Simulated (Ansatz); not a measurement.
ClH4O4Sn (doublet)

Input

```
crystal:
  periodic: [false, false, false]
  atoms:
    - { symbol: Sn, position_ang: [-0.02181, -0.018023, -0.083421] }
    - { symbol: Cl, position_ang: [-0.020257, -0.024588, 2.317383] }
    - { symbol: O, position_ang: [1.826773, 0.011083, -0.809496] }
    - { symbol: H, position_ang: [2.204894, -0.888237, -0.7107] }
    - { symbol: O, position_ang: [-0.882768, 1.626806, -0.793166] }
    - { symbol: H, position_ang: [-1.848322, 1.460324, -0.841618] }
    - { symbol: O, position_ang: [-1.004385, -1.663887, -0.660723] }
    - { symbol: H, position_ang: [-1.329239, -2.125812, 0.138838] }
    - { symbol: O, position_ang: [-0.000565, -0.002371, 5.105079] }
    - { symbol: H, position_ang: [-0.53102, -0.824895, 4.952122] }
magnetization:
  spin_polarized: true
  initial_magnetization: 1
basis:
  gaussian: { orbitals: def2-SVP }
hamiltonian:
  xc: pbe
relax:
  f_tol: 0.03
  max_steps: 50
output:
  orbitals: {}
```

Run with:

```sh
ansatz run input.yaml --threads 4 --pin off --max-ram 5120MiB --backend cpu --events-out ev --progress --plain --runs-dir out
```

The fields are those of the run's last geometry, not of the input's.

Core potentials replace the inner electrons of Sn.

The calculation used Ansatz, UKS PBE/def2-SVP.

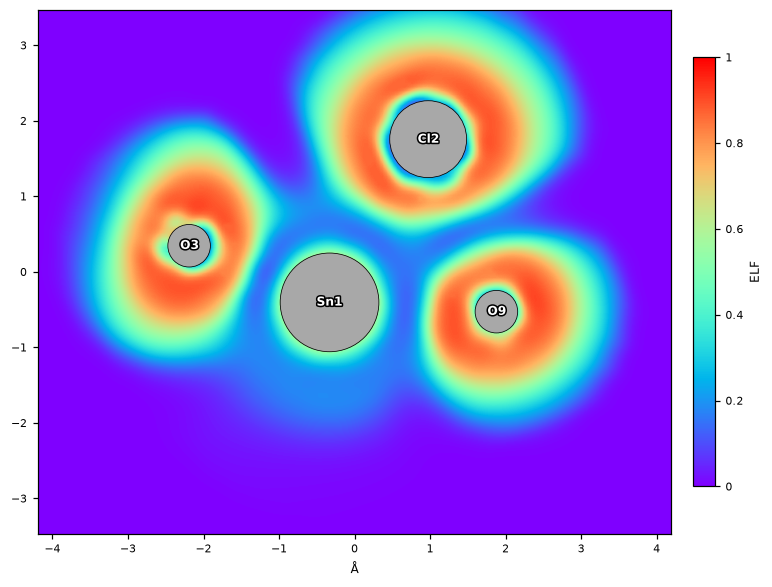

Figure 1. Electron localisation function on the plane of atoms Cl2, Sn1 and O3. Grey discs cover the atomic cores.

What does the map show?

Answer. Atoms in the plane: Sn, Cl and O.
Sn–O (2.00 Å): the ELF peaks at about 0.80 in the valence shell of O, 0.6 Å from its nucleus, and drops to about 0.15 between the two atoms.
Sn–Cl (2.52 Å): the ELF peaks at about 0.85 in the valence shell of Cl, 0.9 Å from its nucleus, and drops to about 0.15 between the two atoms.
Sn–O (2.21 Å): the ELF peaks at about 0.90 in the valence shell of O, 0.6 Å from its nucleus, and drops to about 0.15 between the two atoms.
The ELF also peaks beside O9, O3 and Cl2, away from the bonds: non-bonding electrons, paired or unpaired.

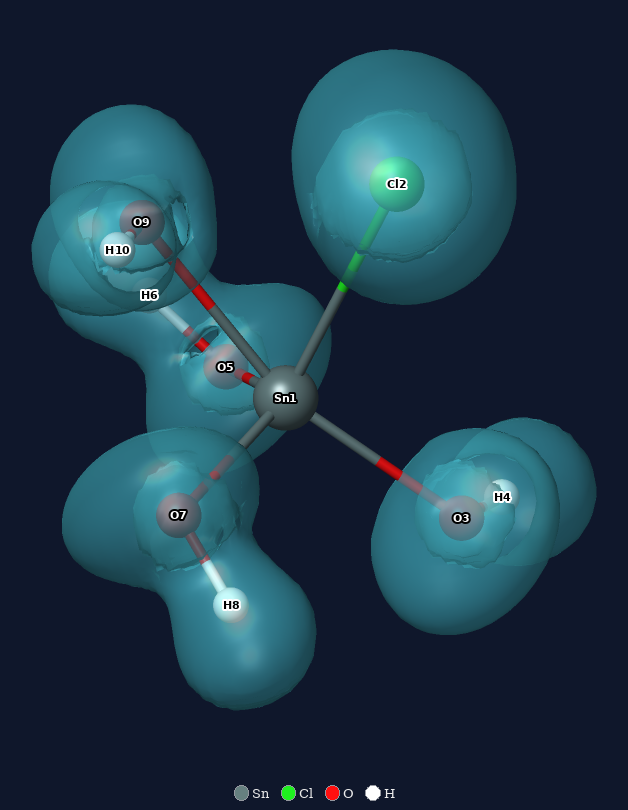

Figure 2. Isosurface of the electron localisation function at 0.75 (cyan), seen at an oblique angle. Core shells and regions of very low density are left out.

What do the ELF domains correspond to?

Answer. The surface consists of one region wrapped around Cl (its valence shell) and four joined regions spread over several atoms (H, O), in which their bonds and any lone pairs are merged.

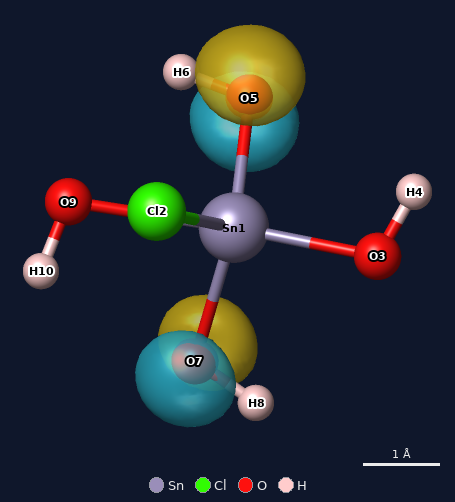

Figure 3. The HOMO−1 (α) at ±0.2 Å⁻³ᐟ² (yellow and cyan are the two phases), seen across its widest extent.

Describe this orbital and give its energy.

Answer. It lies mainly on O5 (about 50 %) and O7 (about 35 %); largely a combination of lone pairs on O5 and O7. Its energy is −7.01 eV.

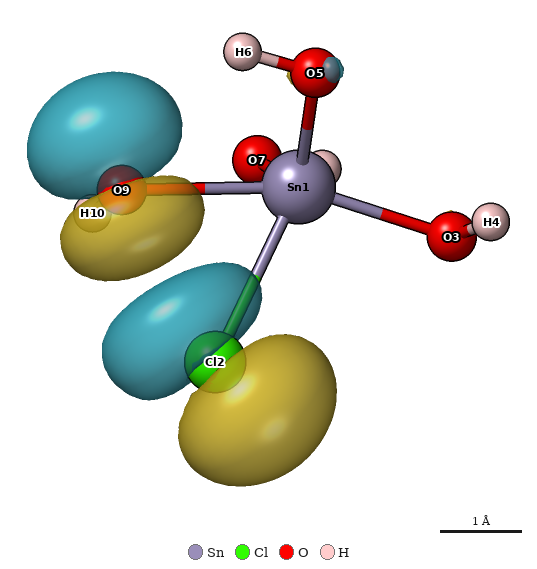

Figure 4. The LUMO (β) at ±0.1 Å⁻³ᐟ² (yellow and cyan are the two phases), seen from one side.

What is the character of this orbital?

Answer. Its weight (Hirshfeld) is mainly on O9 (about 50 %) and Cl2 (about 40 %). Its energy is −6.02 eV.
